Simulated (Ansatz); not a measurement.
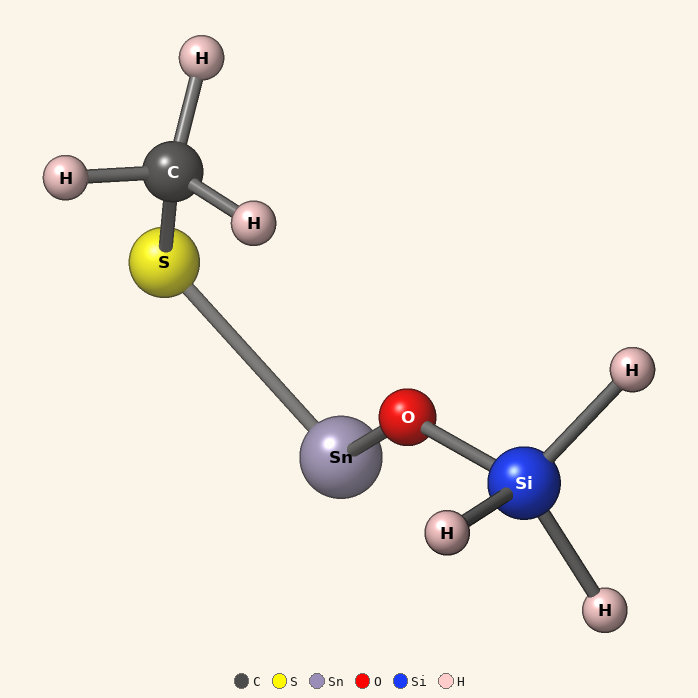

Ball-and-stick drawing of a structure. Every bond is drawn as one stick, whatever its order.

Computed geometry: PBE0-D4/def2-TZVP optimisation. No frequency run is at hand to confirm it as a minimum.

Description:

The molecule is CH6OSSiSn. As SMILES it reads `C[S][Sn][O][SiH3]`. Among its groups: Si–H bond, Si–O bond. The point group is Cs. Coordination: 1 C tetrahedral; 1 S bent; 1 Sn bent; 1 O bent; 1 Si tetrahedral.

The parts below concern this one geometry. Atoms keep their numbers from picture to picture.

**Geometry**

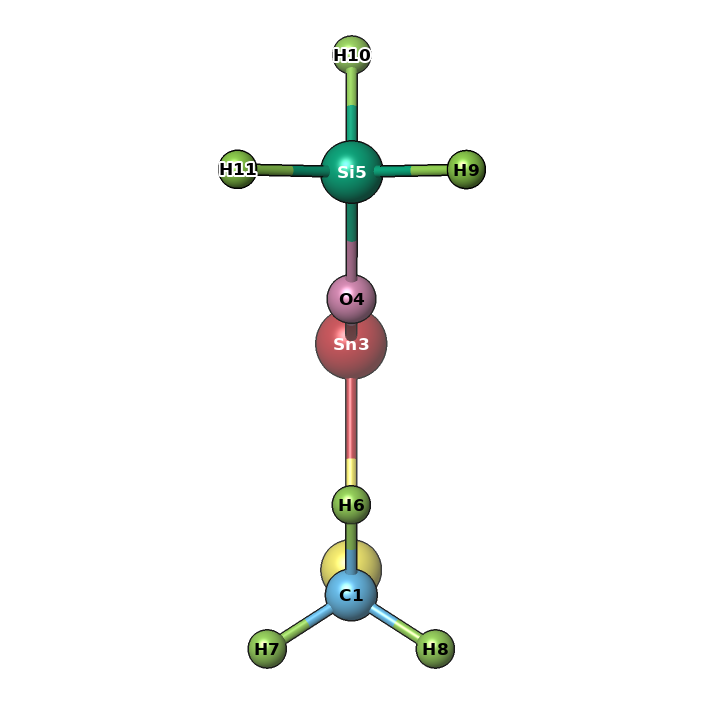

S2 lies behind C1. The molecule seen nearly along the C1–S2 bond, C1 in front. Distant atoms are faded towards the background colour. No frequency run is at hand to confirm it as a minimum.

What is the torsion angle H6–C1–S2–Sn3? The sign is positive where the front bond must turn clockwise to cover the back bond.

0°, synperiplanar (eclipsed).

**Dipole moment**

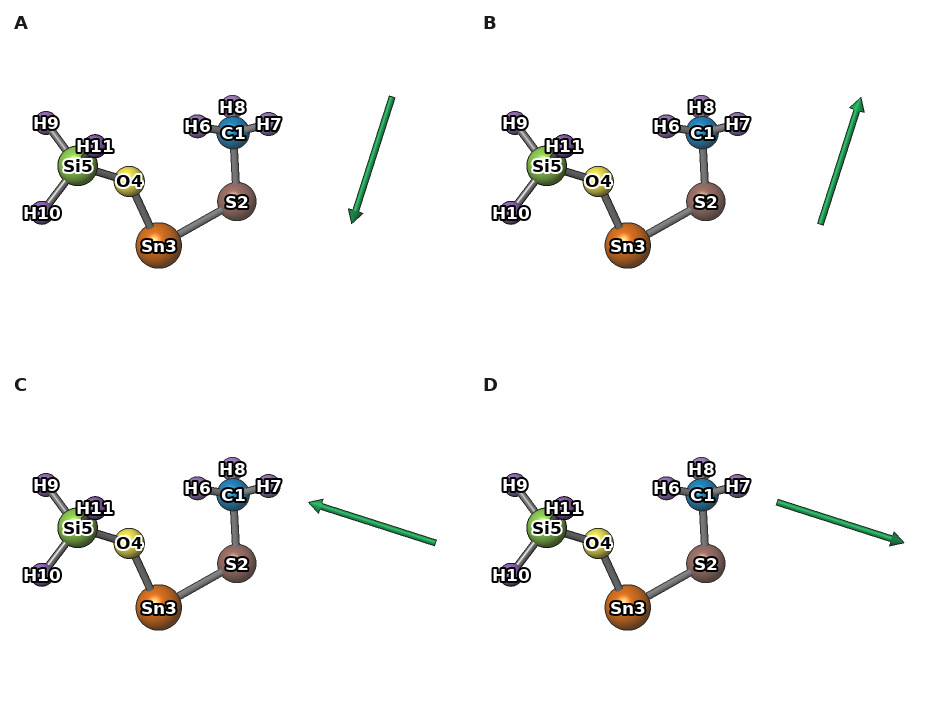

The same molecule four times, each with an arrow. No frequency run is at hand to confirm it as a minimum. Properties computed with RKS r2SCAN-D4/def2-TZVPP, core potentials on Sn (Ansatz 0.2.0).

Which arrow points along the dipole moment, from the negative to the positive end?

A. The dipole moment is 0.44 D; it points from the side of H7, H8 to the side of Sn3, H10 (the outermost atoms at the two ends).

**Charges**

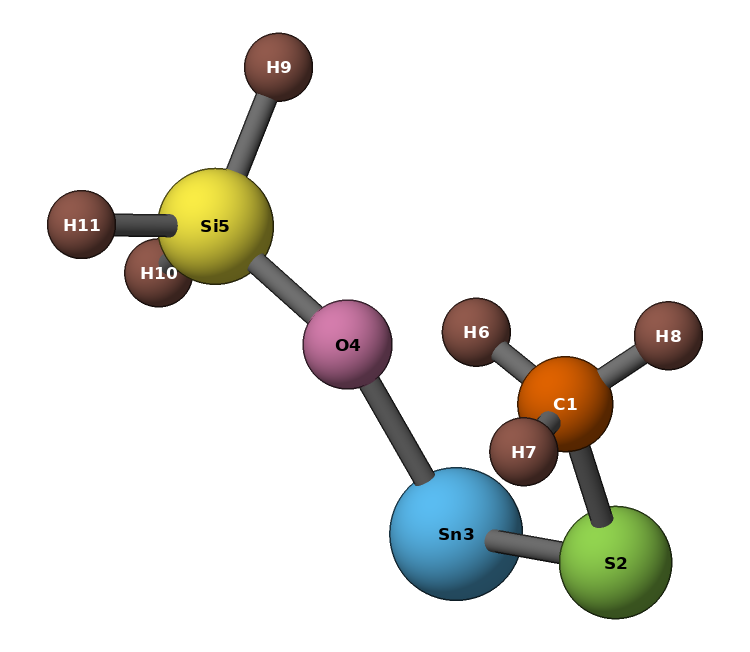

The questions are on Mulliken charges. No frequency run is at hand to confirm it as a minimum. Method: RKS r2SCAN-D4/def2-TZVPP, core potentials on Sn (Ansatz 0.2.0).

Give the Mulliken charges atom by atom.

```
atom  value (e)
  C1      −0.14
  S2      −0.35
 Sn3       0.67
  O4      −0.63
 Si5       0.46
  H6       0.10
  H7       0.09
  H8       0.09
  H9      −0.09
 H10      −0.09
 H11      −0.09
```

**Levels of theory compared**

No frequency run is at hand to confirm it as a minimum. Program: Ansatz 0.2.0.

At this fixed geometry, give vertical IP (eV) at these levels: B2PLYP (frozen core)/def2-TZVPP; B3LYP-D4/def2-TZVPP; CCSD(T)/CBS (MP2 limit from def2-TZVPP and def2-QZVPP plus CCSD(T) − MP2); PBE-D4/def2-TZVPP; PBE0-D4/def2-TZVPP; r2SCAN-D4/def2-TZVPP; ωB97M-V/def2-TZVPP; ωB97X-V/def2-TZVPP.

```tsv
level	vertical IP (eV)
B2PLYP (frozen core)/def2-TZVPP	8.90
B3LYP-D4/def2-TZVPP	8.89
CCSD(T)/CBS (MP2 limit from def2-TZVPP and def2-QZVPP plus CCSD(T) − MP2)	9.11
PBE-D4/def2-TZVPP	8.63
PBE0-D4/def2-TZVPP	8.87
r2SCAN-D4/def2-TZVPP	8.76
ωB97M-V/def2-TZVPP	8.97
ωB97X-V/def2-TZVPP	8.95
```

Mulliken values depend strongly on the basis set and can even reverse the polarity of a bond.
